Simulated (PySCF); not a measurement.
# SiH3 (charge +1): geometry relaxation

- system: SiH3, charge +1, SMILES [SiH3+]
- method: PBE0/def2-TZVP, RKS, dispersion D4 (PySCF 2.14.0)

The atoms were displaced at random from an optimised geometry. Figures and captions count atoms from 1; the log counts them from 0 in places.

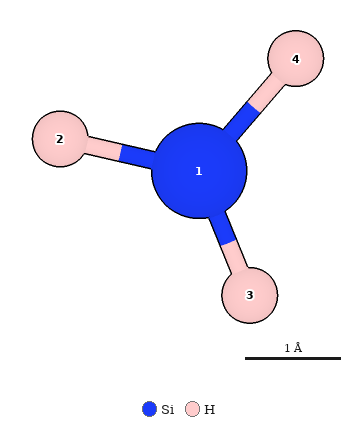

**Figure 1.** The starting structure (ball-and-stick view, seen on its broad side; atoms are numbered from 1 in the order of the input). Bond lengths as drawn: H–Si 1.42 to 1.56 Å.

### Input file (run.py)
```python
from pyscf import gto, dft
from pyscf.geomopt.geometric_solver import kernel as optimise

mol = gto.M(
    atom='start.xyz',
    max_memory=1860,
    charge=1,
    verbose=3,
    spin=0,
    basis='def2-tzvp',
)

mf = dft.RKS(mol)
mf.xc = 'pbe0'
mf = mf.density_fit(auxbasis='def2-universal-jkfit')
mf.max_cycle = 100
mf.conv_tol = 1e-09
mf.grids.level = 4
mf.disp = 'd4'
converged, mol_eq = optimise(mf, maxsteps=100)
print('converged:', converged)
print(mol_eq.tostring())

mf.reset(mol_eq)
mol = mol_eq
mf.kernel()
e_final = mf.e_tot
print(f'total energy: {e_final:.8f} hartree')
```

### File start.xyz
```
4
H3Si
Si     0.018012    -0.067610     0.059703
H      0.659233     0.691821     1.185128
H     -0.102391    -1.481532    -0.007735
H     -0.601129     0.758772    -1.109986
```

Machine: 1 thread of Arm Neoverse V2, 24 GiB of memory available, shared host.

Command:
```bash
OMP_NUM_THREADS=1 python run.py
```

### Log
```
#|     Arguments passed to driver run_optimizer():      |#
customengine              <pyscf.geomopt.geometric_solver.PySCFEngine object>
maxiter                   100
----------------------------------------------------------
Custom engine selected.
Bonds will be generated from interatomic distances less than 1.20 times sum of covalent radii
12 internal coordinates being used (instead of 12 Cartesians)
Internal coordinate system (atoms numbered from 1):
Distance 1-2
Distance 1-3
Distance 1-4
Angle 2-1-4
Angle 3-1-4
Out-of-Plane 1-2-3-4
Translation-X 1-4
Translation-Y 1-4
Translation-Z 1-4
Rotation-A 1-4
Rotation-B 1-4
Rotation-C 1-4
<class 'geometric.internal.Distance'> : 3
<class 'geometric.internal.Angle'> : 2
<class 'geometric.internal.OutOfPlane'> : 1
<class 'geometric.internal.TranslationX'> : 1
<class 'geometric.internal.TranslationY'> : 1
<class 'geometric.internal.TranslationZ'> : 1
<class 'geometric.internal.RotationA'> : 1
<class 'geometric.internal.RotationB'> : 1
<class 'geometric.internal.RotationC'> : 1
> ===== Optimization Info: ====
> Job type: Energy minimization
> Maximum number of optimization cycles: 100
> Initial / maximum trust radius (Angstrom): 0.100 / 0.300
> Convergence Criteria:
> Will converge when all 5 criteria are reached:
>  |Delta-E| < 1.00e-06
>  RMS-Grad  < 3.00e-04
>  Max-Grad  < 4.50e-04
>  RMS-Disp  < 1.20e-03
>  Max-Disp  < 1.80e-03
> === End Optimization Info ===

Geometry optimization cycle 1
Cartesian coordinates (Angstrom)
 Atom        New coordinates             dX        dY        dZ
  Si   0.018012  -0.067610   0.059703    0.000000  0.000000  0.000000
   H   0.659233   0.691821   1.185128    0.000000  0.000000  0.000000
   H  -0.102391  -1.481532  -0.007735    0.000000  0.000000  0.000000
   H  -0.601129   0.758772  -1.109986    0.000000  0.000000  0.000000

WARN: Mole.unit (angstrom) is changed to Bohr

converged SCF energy = -290.803497223243
--------------- DFRKS_Scanner gradients ---------------
         x                y                z
0 Si     0.0088296258    -0.0445947903     0.0161339699
1 H     0.0031702499     0.0082676918     0.0063898317
2 H    -0.0005923263     0.0220723800    -0.0021886107
3 H    -0.0114077291     0.0142547029    -0.0203352906
----------------------------------------------
cycle 1: E = -290.803497223  dE = -290.803  norm(grad) = 0.0607074
Step    0 : Gradient = 3.035e-02/4.824e-02 (rms/max) Energy = -290.8034972232
Hessian Eigenvalues: 4.50000e-02 5.00000e-02 5.00000e-02 ... 1.60000e-01 1.67969e-01 2.08938e-01

Geometry optimization cycle 2
Cartesian coordinates (Angstrom)
 Atom        New coordinates             dX        dY        dZ
  Si  -0.023749  -0.014319   0.027060   -0.041761  0.053291 -0.032643
   H   0.648585   0.646359   1.153696   -0.010648 -0.045462 -0.031432
   H  -0.074081  -1.489344   0.027838    0.028310 -0.007812  0.035573
   H  -0.577022   0.758755  -1.081479    0.024107 -0.000017  0.028507
converged SCF energy = -290.807530959212
--------------- DFRKS_Scanner gradients ---------------
         x                y                z
0 Si    -0.0043658780     0.0060399239    -0.0035490777
1 H     0.0004795095    -0.0021750875    -0.0005852635
2 H     0.0015008710    -0.0014490348     0.0011490175
3 H     0.0023854313    -0.0024158147     0.0029853035
----------------------------------------------
cycle 2: E = -290.807530959  dE = -0.00403374  norm(grad) = 0.00997758
Step    1 : Displace = 5.554e-02/7.516e-02 (rms/max) Trust = 1.000e-01 (=) Grad = 4.989e-03/8.255e-03 (rms/max) E (change) = -290.8075309592 (-4.034e-03) Quality = 0.850
Hessian Eigenvalues: 4.58222e-02 5.00000e-02 5.00000e-02 ... 1.66293e-01 1.86613e-01 2.12315e-01

Geometry optimization cycle 3
Cartesian coordinates (Angstrom)
 Atom        New coordinates             dX        dY        dZ
  Si   0.015686  -0.025915   0.021798    0.039435 -0.011595 -0.005261
   H   0.638346   0.668381   1.159579   -0.010239  0.022021  0.005883
   H  -0.095972  -1.496232   0.016486   -0.021891 -0.006888 -0.011352
   H  -0.584325   0.755218  -1.070749   -0.007303 -0.003537  0.010730
converged SCF energy = -290.807585110804
--------------- DFRKS_Scanner gradients ---------------
         x                y                z
0 Si     0.0041328902     0.0008574408    -0.0017530395
1 H    -0.0015138295     0.0001529675     0.0002798542
2 H    -0.0015099485    -0.0008166151     0.0004241577
3 H    -0.0011091606    -0.0001938131     0.0010490120
----------------------------------------------
cycle 3: E = -290.807585111  dE = -5.41516e-05  norm(grad) = 0.00536446
Step    2 : Displace = 2.817e-02/4.143e-02 (rms/max) Trust = 1.414e-01 (+) Grad = 2.682e-03/4.570e-03 (rms/max) E (change) = -290.8075851108 (-5.415e-05) Quality = 0.184
Hessian Eigenvalues: 5.00000e-02 5.00000e-02 5.00000e-02 ... 1.67046e-01 1.83247e-01 2.04056e-01

Geometry optimization cycle 4
Cartesian coordinates (Angstrom)
 Atom        New coordinates             dX        dY        dZ
  Si  -0.003811  -0.027719   0.035697   -0.019497 -0.001805  0.013899
   H   0.646298   0.671411   1.157018    0.007952  0.003031 -0.002561
   H  -0.090061  -1.496964   0.009634    0.005911 -0.000733 -0.006852
   H  -0.578690   0.754725  -1.075234    0.005635 -0.000493 -0.004485
converged SCF energy = -290.807708435653
--------------- DFRKS_Scanner gradients ---------------
         x                y                z
0 Si     0.0009328707    -0.0013826196     0.0015679064
1 H    -0.0000598329     0.0006940728    -0.0000872812
2 H    -0.0003572859     0.0000496053    -0.0005714333
3 H    -0.0005158525     0.0006389334    -0.0009092136
----------------------------------------------
cycle 4: E = -290.807708436  dE = -0.000123325  norm(grad) = 0.00277323
Step    3 : Displace = 1.405e-02/2.401e-02 (rms/max) Trust = 1.409e-02 (-) Grad = 1.387e-03/2.289e-03 (rms/max) E (change) = -290.8077084357 (-1.233e-04) Quality = 0.747
Hessian Eigenvalues: 5.00000e-02 5.00000e-02 5.00000e-02 ... 1.66216e-01 1.77060e-01 2.04748e-01

Geometry optimization cycle 5
Cartesian coordinates (Angstrom)
 Atom        New coordinates             dX        dY        dZ
  Si  -0.009098  -0.023167   0.030586   -0.005287  0.004552 -0.005111
   H   0.646756   0.660693   1.157172    0.000458 -0.010718  0.000154
   H  -0.084244  -1.492962   0.018148    0.005817  0.004002  0.008514
   H  -0.579674   0.756889  -1.078790   -0.000984  0.002164 -0.003556
converged SCF energy = -290.807722089051
--------------- DFRKS_Scanner gradients ---------------
         x                y                z
0 Si    -0.0006113846     0.0003673123    -0.0005006866
1 H     0.0001576857    -0.0003153734     0.0000996007
2 H     0.0002616518     0.0001015127     0.0002521705
3 H     0.0001919582    -0.0001534564     0.0001488970
----------------------------------------------
cycle 5: E = -290.807722089  dE = -1.36534e-05  norm(grad) = 0.00105762
Step    4 : Displace = 9.089e-03/1.090e-02 (rms/max) Trust = 1.409e-02 (=) Grad = 5.288e-04/8.714e-04 (rms/max) E (change) = -290.8077220891 (-1.365e-05) Quality = 0.511
Hessian Eigenvalues: 5.00000e-02 5.00000e-02 5.00000e-02 ... 1.67156e-01 2.03829e-01 2.37930e-01

Geometry optimization cycle 6
Cartesian coordinates (Angstrom)
 Atom        New coordinates             dX        dY        dZ
  Si  -0.006506  -0.024622   0.031808    0.002593 -0.001455  0.001222
   H   0.646140   0.664589   1.156924   -0.000616  0.003896 -0.000248
   H  -0.086645  -1.494430   0.015195   -0.002401 -0.001468 -0.002953
   H  -0.579247   0.755916  -1.076809    0.000427 -0.000973  0.001981
converged SCF energy = -290.807726765585
--------------- DFRKS_Scanner gradients ---------------
         x                y                z
0 Si    -0.0000096390     0.0000549879    -0.0000362581
1 H    -0.0000105894     0.0000024986    -0.0000147429
2 H    -0.0000096656    -0.0000087495    -0.0000121359
3 H     0.0000298025    -0.0000487419     0.0000631175
----------------------------------------------
cycle 6: E = -290.807726766  dE = -4.67653e-06  norm(grad) = 0.000111049
Step    5 : Displace = 3.451e-03/4.017e-03 (rms/max) Trust = 1.409e-02 (=) Grad = 5.552e-05/8.513e-05 (rms/max) E (change) = -290.8077267656 (-4.677e-06) Quality = 0.973
Hessian Eigenvalues: 5.00000e-02 5.00000e-02 5.00000e-02 ... 1.67294e-01 2.03879e-01 2.43003e-01

Geometry optimization cycle 7
Cartesian coordinates (Angstrom)
 Atom        New coordinates             dX        dY        dZ
  Si  -0.006539  -0.024633   0.031782   -0.000033 -0.000011 -0.000026
   H   0.646192   0.664405   1.157020    0.000052 -0.000184  0.000097
   H  -0.086529  -1.494423   0.015391    0.000116  0.000008  0.000196
   H  -0.579378   0.756104  -1.077076   -0.000130  0.000188 -0.000267
converged SCF energy = -290.807726786287
--------------- DFRKS_Scanner gradients ---------------
         x                y                z
0 Si     0.0000151614    -0.0000169181     0.0000213634
1 H     0.0000008944    -0.0000019188     0.0000044106
2 H    -0.0000003607     0.0000019236     0.0000017312
3 H    -0.0000157869     0.0000169082    -0.0000275245
----------------------------------------------
cycle 7: E = -290.807726786  dE = -2.07023e-08  norm(grad) = 4.79162e-05
```

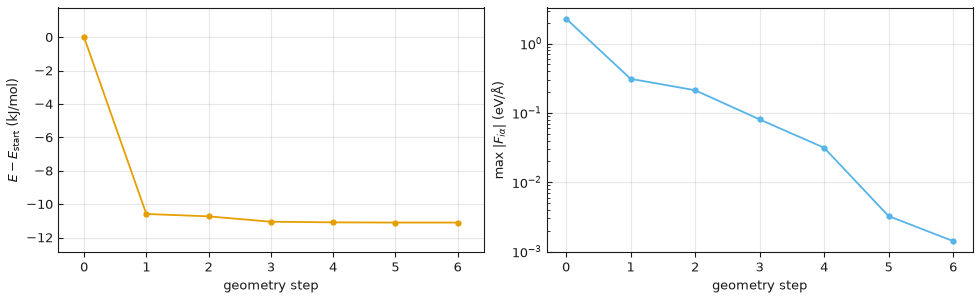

**Figure 2.** Progress of the relaxation, step by step (steps are counted from 0).

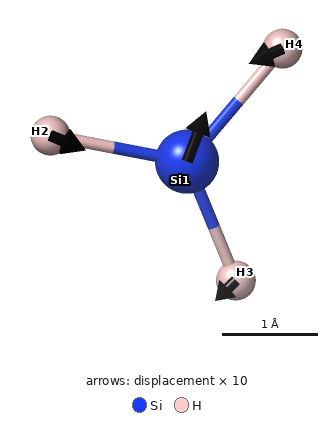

**Figure 3.** The starting structure with the displacements as black arrows, magnified 10 times (ball-and-stick view, seen at a tilt). The two geometries are laid on each other by the best rigid fit. Si1 moves most after the best rigid fit: 0.057 Å. Largest moves by element: Si 0.057 Å, H 0.041 Å. Distances before and after: Si1–H4 1.560 → 1.472 Å, Si1–H3 1.421 → 1.472 Å, Si1–H2 1.501 → 1.472 Å. Among the angles that change: H2–Si1–H3 125.1° → 120.0°, H3–Si1–H4 117.3° → 120.0°, H2–Si1–H4 117.6° → 120.0°. After 6 geometry steps the energy has fallen by 11.1 kJ/mol. The largest force component goes from 2.3 to 0.0014 eV/Å. (Atoms are counted from 1 in the order of the input.)

```
Step    6 : Displace = 2.361e-04/3.517e-04 (rms/max) Trust = 1.992e-02 (+) Grad = 2.396e-05/3.595e-05 (rms/max) E (change) = -290.8077267863 (-2.070e-08) Quality = 0.622
Hessian Eigenvalues: 5.00000e-02 5.00000e-02 5.00000e-02 ... 1.67294e-01 2.03879e-01 2.43003e-01
Converged! =D

converged: True
Si         -0.00653907       -0.02463330        0.03178205
H           0.64619162        0.66440548        1.15702024
H          -0.08652853       -1.49442284        0.01539106
H          -0.57937756        0.75610386       -1.07707580
converged SCF energy = -290.807726786327
total energy: -290.80772679 hartree
```

### Trajectory as extended XYZ (Å, eV, eV/Å), 7 frames, from step=0 to step=6
```
4
Properties=species:S:1:pos:R:3:forces:R:3 step=0 energy=-7913.16628
Si    0.0180   -0.0676    0.0597   -0.4540   2.2932  -0.8296
H     0.6592    0.6918    1.1851   -0.1630  -0.4251  -0.3286
H    -0.1024   -1.4815   -0.0077    0.0305  -1.1350   0.1125
H    -0.6011    0.7588   -1.1100    0.5866  -0.7330   1.0457
4
Properties=species:S:1:pos:R:3:forces:R:3 step=1 energy=-7913.27605
Si   -0.0237   -0.0143    0.0271    0.2245  -0.3106   0.1825
H     0.6486    0.6464    1.1537   -0.0247   0.1118   0.0301
H    -0.0741   -1.4893    0.0278   -0.0772   0.0745  -0.0591
H    -0.5770    0.7588   -1.0815   -0.1227   0.1242  -0.1535
4
Properties=species:S:1:pos:R:3:forces:R:3 step=2 energy=-7913.27752
Si    0.0157   -0.0259    0.0218   -0.2125  -0.0441   0.0901
H     0.6383    0.6684    1.1596    0.0778  -0.0079  -0.0144
H    -0.0960   -1.4962    0.0165    0.0776   0.0420  -0.0218
H    -0.5843    0.7552   -1.0707    0.0570   0.0100  -0.0539
4
Properties=species:S:1:pos:R:3:forces:R:3 step=3 energy=-7913.28088
Si   -0.0038   -0.0277    0.0357   -0.0480   0.0711  -0.0806
H     0.6463    0.6714    1.1570    0.0031  -0.0357   0.0045
H    -0.0901   -1.4970    0.0096    0.0184  -0.0026   0.0294
H    -0.5787    0.7547   -1.0752    0.0265  -0.0329   0.0468
4
Properties=species:S:1:pos:R:3:forces:R:3 step=4 energy=-7913.28125
Si   -0.0091   -0.0232    0.0306    0.0314  -0.0189   0.0257
H     0.6468    0.6607    1.1572   -0.0081   0.0162  -0.0051
H    -0.0842   -1.4930    0.0181   -0.0135  -0.0052  -0.0130
H    -0.5797    0.7569   -1.0788   -0.0099   0.0079  -0.0077
4
Properties=species:S:1:pos:R:3:forces:R:3 step=5 energy=-7913.28138
Si   -0.0065   -0.0246    0.0318    0.0005  -0.0028   0.0019
H     0.6461    0.6646    1.1569    0.0005  -0.0001   0.0008
H    -0.0866   -1.4944    0.0152    0.0005   0.0004   0.0006
H    -0.5792    0.7559   -1.0768   -0.0015   0.0025  -0.0032
4
Properties=species:S:1:pos:R:3:forces:R:3 step=6 energy=-7913.28138
Si   -0.0065   -0.0246    0.0318   -0.0008   0.0009  -0.0011
H     0.6462    0.6644    1.1570    0.0000   0.0001  -0.0002
H    -0.0865   -1.4944    0.0154    0.0000  -0.0001  -0.0001
H    -0.5794    0.7561   -1.0771    0.0008  -0.0009   0.0014
```

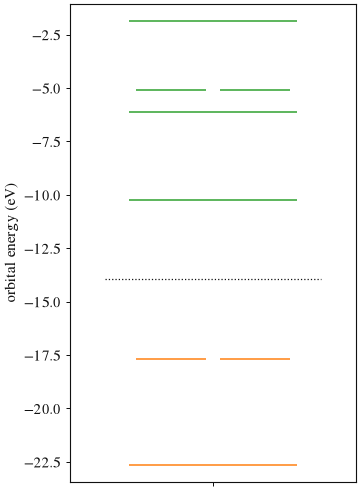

**Figure 4.** Orbital energies near the frontier; the dotted line parts filled from empty levels, and levels within 0.02 eV of each other stand side by side. Highest filled −17.70 eV, lowest empty −10.22 eV, 7.48 eV apart.

### Results in brief

| quantity | value |
| --- | --- |
| outcome | converged |
| total energy | −290.807727 hartree |
| dispersion energy | −0.000534 hartree |
| basis functions | 55 |
| HOMO | −17.70 eV |
| LUMO | −10.22 eV |
| wall time | 14 s |
| peak memory | 0.56 GiB |

### Remarks

Further notes kept with the run: dipole of an ion depends on the origin.
